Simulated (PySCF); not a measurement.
C₆H₁₃FN₂Si

```xyz
23

C    -2.1383    1.6308   -0.4688
N    -2.0617    0.7889    0.6854
C    -1.4429   -0.3044    0.7082
C    -0.6549   -0.9782   -0.3706
C    -0.2266   -2.4148   -0.0276
C     1.1842   -1.9173    0.3139
C     0.8604   -0.5740   -0.3643
N     1.2674    0.6112    0.3223
Si    1.7814    2.0748   -0.3997
F     2.5563    1.6129   -1.7321
H    -1.5127    1.3274   -1.3143
H    -1.8538    2.6358   -0.1558
H    -3.1833    1.6698   -0.7823
H    -1.4691   -0.8245    1.6635
H    -1.1473   -0.8544   -1.3366
H    -0.2428   -3.0719   -0.8944
H    -0.7757   -2.8876    0.7851
H     1.3398   -1.7981    1.3848
H     2.0167   -2.4758   -0.1067
H     1.2524   -0.5241   -1.3803
H     0.9359    0.6357    1.2744
H     2.7509    2.6901    0.4882
H     0.7589    2.9747   -0.9232
```

Geometry: GFN2-xTB.

Level of theory: PBE0/pcSseg-1, SCF density, gas phase, non-relativistic (PySCF).

> What can the converged electron density and electron localisation function tell about the bonding?

N–H (1.01 Å): ρ at the midpoint is about 2.8 e/Å³; the ELF climbs to about 1 towards the hydrogen, as it does in any bond to H: a covalent bond by its length.
C–N (1.43 Å): ρ at the midpoint is about 2 e/Å³; the ELF peaks at about 0.90 between the atoms (a shared electron pair).

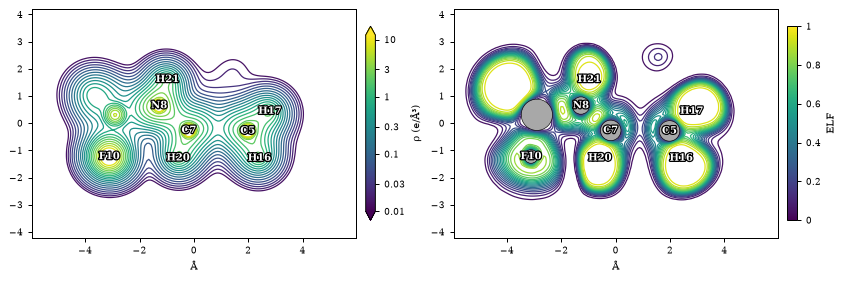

Computed electron density and electron localisation function on the plane of atoms H16, C5 and H17, in this order. Grey discs cover the atomic cores in the ELF map. 
